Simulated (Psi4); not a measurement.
# C2F3N (cyanotrifluoromethane): levels of theory compared

Wanted: a comparison of 3 runs (DSD-PBEP86/cc-pVDZ, wB97X-V/cc-pVDZ, MP3/cc-pVDZ) of C2F3N (cyanotrifluoromethane). 

The calculation is run with Psi4 1.11.

2 further runs of the same task are left out: 1 that didn't finish, 1 set aside as unsound or not needed.

## (1) The molecule

The species is C2F3N (6 atoms), meant as a singlet with charge 0. As SMILES, `N#CC(F)(F)F`. The C3–F5 distance was set to 2.387 Å, away from the relaxed value. At this shape a bond of the SMILES string is far longer than usual.

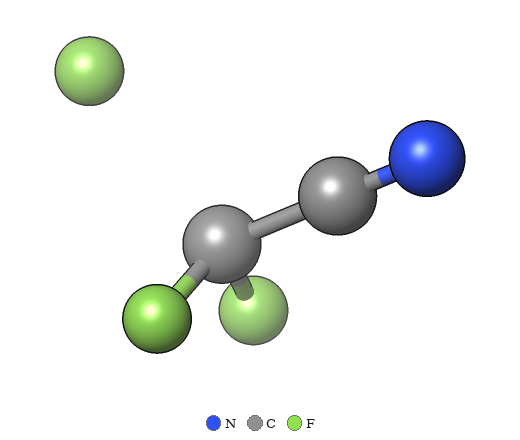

Viewed from a chosen angle; nitrogen blue, carbon grey, fluorine green.

## (2) The energy at DSD-PBEP86/cc-pVDZ (density fitting for correlation) (run 1)

The input, input.json:

```json
{
  "schema_name": "qcschema_input",
  "schema_version": 1,
  "molecule": {
    "schema_name": "qcschema_molecule",
    "schema_version": 2,
    "symbols": ["N", "C", "C", "F", "F", "F"],
    "geometry": [0.74036824, -4.10111387, 3.04044461, -0.27233599, -2.41075385, 2.1415019, -1.5811603, -0.22585251, 0.97932033, -3.67800041, -0.98438857, -0.16415295, 1.09887574, 1.75177612, -2.06263607, -2.18360499, 1.45449196, 2.73827741],
    "molecular_charge": 0,
    "molecular_multiplicity": 1,
    "fix_symmetry": "c1",
    "fix_com": true,
    "fix_orientation": true
  },
  "driver": "energy",
  "model": {
    "method": "dsd-pbep86",
    "basis": "cc-pVDZ"
  },
  "keywords": {
    "puream": true,
    "e_convergence": 1e-09,
    "d_convergence": 1e-08,
    "scf_type": "pk",
    "dft_radial_points": 99,
    "dft_spherical_points": 590,
    "num_frozen_docc": 6
  }
}
```

On the command line:

```
$ psi4 --qcschema input.json -n 1 --memory 1600MB
```

stdout:

```text
[...]
  Running in c1 symmetry.
[...]
  Nuclear repulsion =  205.327189547479264
[...]
  Multiplicity = 1
[...]
  Nalpha       = 23
  Nbeta        = 23
[...]
    Number of basis functions: 84
[...]
   @RKS iter   1:  -428.71957122778207   -9.45326e-01   9.42772e-03 ADIIS/DIIS
[...]
   @RKS iter  17:  -429.04011744861168   -1.47793e-12   4.16906e-09 DIIS
[...]
    Orbital Energies [Eh]
    ---------------------
    Doubly Occupied:
       1A    -25.891966     2A    -25.891936     3A    -25.688649
       4A    -15.246441     5A    -11.256486     6A    -11.002818
       7A     -1.670479     8A     -1.601759     9A     -1.319001
      10A     -1.213245    11A     -1.012444    12A     -0.859261
      13A     -0.821863    14A     -0.771201    15A     -0.696072
      16A     -0.687068    17A     -0.672307    18A     -0.581186
      19A     -0.528620    20A     -0.523040    21A     -0.486119
      22A     -0.485933    23A     -0.431623
[...]
  @RKS Final Energy:  -429.04011744861168
   => Energetics <=
    Nuclear Repulsion Energy =            205.3271895474792643
    One-Electron Energy =               -1000.1351322464768145
    Two-Electron Energy =                 379.6496002364207811
    DFT Exchange-Correlation Energy =     -13.8817749860349178
    Empirical Dispersion Energy =           0.0000000000000000
    VV10 Nonlocal Energy =                  0.0000000000000000
    Total Energy =                       -429.0401174486116815
[...]
 Multipole Moments:
 ------------------------------------------------------------------------------------
     Multipole            Electronic (a.u.)      Nuclear  (a.u.)        Total (a.u.)
 ------------------------------------------------------------------------------------
 L = 1.  Multiply by 2.5417464519 to convert [e a0] to [Debye]
 Dipole X            :         47.7814454          -48.8029670           -1.0215216
 Dipole Y            :         24.1313202          -24.5305197           -0.3991995
 Dipole Z            :        -43.7501160           44.6114412            0.8613252
 Magnitude           :                                                    1.3945421
[...]
```

The result, in JSON:

```text
{
 "driver": "energy",
 "model": {
  "method": "dsd-pbep86",
  "basis": "cc-pVDZ"
 },
 "success": true,
 "return_result": -429.5833614397219,
 "properties": {
  "calcinfo_nbasis": 84,
  "calcinfo_nmo": 84,
  "calcinfo_nalpha": 23,
  "calcinfo_nbeta": 23,
  "calcinfo_natom": 6,
  "nuclear_repulsion_energy": 205.32718954747926,
  "return_energy": -429.5833614397219,
  "scf_one_electron_energy": -1000.1351322464768,
  "scf_two_electron_energy": 379.6496002364208,
  "scf_xc_energy": -13.881774986034918,
  "scf_dipole_moment": [-1.0215215820051142, -0.39919947897882935, 0.8613251536033317],
  "scf_total_energy": -429.0401174486117,
  "scf_iterations": 17
 }
}
```

Run time: 11 s. Hardware: 1 thread of AMD EPYC 9R14 (Zen 4), shared host; peak memory 0.96 GiB.

## (3) The energy at wB97X-V/cc-pVDZ (run 2)

The input, c2f3n.inp:

```
memory 1.6 GB

molecule {
  0 1
  N      0.391786    -2.170216     1.608934
  C     -0.144114    -1.275716     1.133234
  C     -0.836714    -0.119516     0.518234
  F     -1.946314    -0.520916    -0.086866
  F      0.581500     0.927000    -1.091500
  F     -1.155514     0.769684     1.449034
  units angstrom
  symmetry c1
}

set {
  basis cc-pVDZ
  puream true
  e_convergence 1e-09
  d_convergence 1e-08
  scf_type pk
  dft_radial_points 99
  dft_spherical_points 590
}

energy('wb97x-v')
print_variables()
```

On the command line:

```
$ psi4 c2f3n.inp c2f3n.out -n 1
```

c2f3n.out:

```text
[...]
  Running in c1 symmetry.
[...]
  Nuclear repulsion =  205.327189441343876
[...]
  Multiplicity = 1
[...]
  Nalpha       = 23
  Nbeta        = 23
[...]
    Number of basis functions: 84
[...]
   @RKS iter   1:  -429.81338231446472   -8.39529e-01   9.92817e-03 ADIIS/DIIS
[...]
   @RKS iter  16:  -430.16260938585947   -7.10543e-12   9.89441e-09 DIIS
[...]
    Orbital Energies [Eh]
    ---------------------
    Doubly Occupied:
       1A    -24.910719     2A    -24.910689     3A    -24.715902
       4A    -14.514038     5A    -10.632632     6A    -10.403873
       7A     -1.516911     8A     -1.449654     9A     -1.181369
      10A     -1.121679    11A     -0.949858    12A     -0.810623
      13A     -0.777689    14A     -0.726447    15A     -0.642430
      16A     -0.639481    17A     -0.618387    18A     -0.550834
      19A     -0.530189    20A     -0.525631    21A     -0.438315
      22A     -0.436523    23A     -0.436191
[...]
  @RKS Final Energy:  -430.16260938585947
   => Energetics <=
    Nuclear Repulsion Energy =            205.3271894413438758
    One-Electron Energy =               -1000.5580788050299361
    Two-Electron Energy =                 399.8358381996854405
    DFT Exchange-Correlation Energy =     -34.9577820582496130
    Empirical Dispersion Energy =           0.0000000000000000
    VV10 Nonlocal Energy =                  0.1902238363907841
    Total Energy =                       -430.1626093858594686
[...]
 Multipole Moments:
 ------------------------------------------------------------------------------------
     Multipole            Electronic (a.u.)      Nuclear  (a.u.)        Total (a.u.)
 ------------------------------------------------------------------------------------
 L = 1.  Multiply by 2.5417464519 to convert [e a0] to [Debye]
 Dipole X            :         -1.7649001            0.7611285           -1.0037716
 Dipole Y            :          1.5475168           -1.8422732           -0.2947564
 Dipole Z            :         -0.3917823            1.1561990            0.7644167
 Magnitude           :                                                    1.2956742
[...]
```

It took 76 s on 1 thread of AMD EPYC 9R14 (Zen 4), shared host; peak memory 1 GiB.

## (4) The energy at MP3/cc-pVDZ (run 3)

The input, job.inp:

```
memory 1.6 GB

molecule m {
  0 1
  N      0.74036824    -4.10111387     3.04044461
  C     -0.27233599    -2.41075385     2.14150190
  C     -1.58116030    -0.22585251     0.97932033
  F     -3.67800041    -0.98438857    -0.16415295
  F      1.09887574     1.75177612    -2.06263607
  F     -2.18360499     1.45449196     2.73827741
  units bohr
  symmetry c1
  no_reorient
  no_com
}

set globals {
  basis cc-pVDZ
  reference rhf
  puream true
  e_convergence 1e-09
  d_convergence 1e-08
  scf_type pk
  num_frozen_docc 6
  mp_type conv
}

e, wfn = energy('mp3', return_wfn=True)
```

On the command line:

```
$ psi4 -n 1 job.inp job.out
```

job.out:

```text
[...]
  Running in c1 symmetry.
[...]
  Nuclear repulsion =  205.327189547479264
[...]
  Multiplicity = 1
[...]
  Nalpha       = 23
  Nbeta        = 23
[...]
    Number of basis functions: 84
[...]
   @RHF iter   1:  -427.95364540464544   -1.22000e+00   9.48031e-03 ADIIS/DIIS
[...]
   @RHF iter  17:  -428.27503096682204   -6.76437e-12   9.98720e-09 DIIS
[...]
    Orbital Energies [Eh]
    ---------------------
    Doubly Occupied:
       1A    -26.463051     2A    -26.463017     3A    -26.237346
       4A    -15.691653     5A    -11.657107     6A    -11.380776
       7A     -1.816073     8A     -1.745888     9A     -1.440146
      10A     -1.322737    11A     -1.106198    12A     -0.943691
      13A     -0.900777    14A     -0.854426    15A     -0.782315
      16A     -0.768107    17A     -0.757940    18A     -0.652511
      19A     -0.575299    20A     -0.569876    21A     -0.554516
      22A     -0.553935    23A     -0.467829
[...]
  @RHF Final Energy:  -428.27503096682204
   => Energetics <=
    Nuclear Repulsion Energy =            205.3271895474792643
    One-Electron Energy =                -999.7940088466029920
    Two-Electron Energy =                 366.1917883323016554
    Total Energy =                       -428.2750309668220439
[...]
 Multipole Moments:
 ------------------------------------------------------------------------------------
     Multipole            Electronic (a.u.)      Nuclear  (a.u.)        Total (a.u.)
 ------------------------------------------------------------------------------------
 L = 1.  Multiply by 2.5417464519 to convert [e a0] to [Debye]
 Dipole X            :         47.7006729          -48.8029670           -1.1022941
 Dipole Y            :         24.0261983          -24.5305197           -0.5043213
 Dipole Z            :        -43.6201816           44.6114412            0.9912596
 Magnitude           :                                                    1.5658825
[...]
	SCS-MP2 Total Energy (a.u.)        :  -429.25827841297468
	SOS-MP2 Total Energy (a.u.)        :  -429.24143259293203
[...]
	SOS-PI-MP2 Total Energy (a.u.)     :  -429.31577117955590
[...]
	MP2 Total Energy (a.u.)            :  -429.29197005305980
[...]
	SCS-MP3 Total Energy (a.u.)        :  -429.25335408274816
[...]
	MP3 Total Energy (a.u.)            :  -429.27227273215374
[...]
```

Wall time 8.4 s (1 thread of AMD EPYC 9R14 (Zen 4), shared host); peak memory 0.48 GiB.

## (5) The series

```csv
run,level,fitting correlation,frozen core orbitals,energy (Eh),HOMO energy (eV),LUMO energy (eV),HOMO–LUMO gap (eV),wall time
1,DSD-PBEP86/cc-pVDZ (density fitting for correlation),density fitting,6,-429.583361,-11.75,-3.72,8.03,11 s
2,wB97X-V/cc-pVDZ,–,0,-430.162609,-11.87,-3.38,8.49,76 s
3,MP3/cc-pVDZ,none,6,-429.272273,-12.73,-2.27,10.46,8.4 s
```

## (6) Summary of results

| quantity | value |
| --- | --- |
| run 3: total energy | -429.27227 Eh |
| run 3: HOMO energy (Hartree–Fock orbitals) | -12.73 eV |
| run 3: LUMO energy (Hartree–Fock orbitals) | -2.27 eV |
| run 3: HOMO–LUMO gap (Hartree–Fock orbitals) | 10.46 eV |
| run 3: correlation energy (6 core orbitals frozen) | -997.2 mEh |

What this shows: Totals of different functionals can't be ranked against each other. In runs 1, 2, 3 a closed-shell determinant meets a far-stretched bond, which it describes badly. All runs together took 96 s, the longest 76 s.
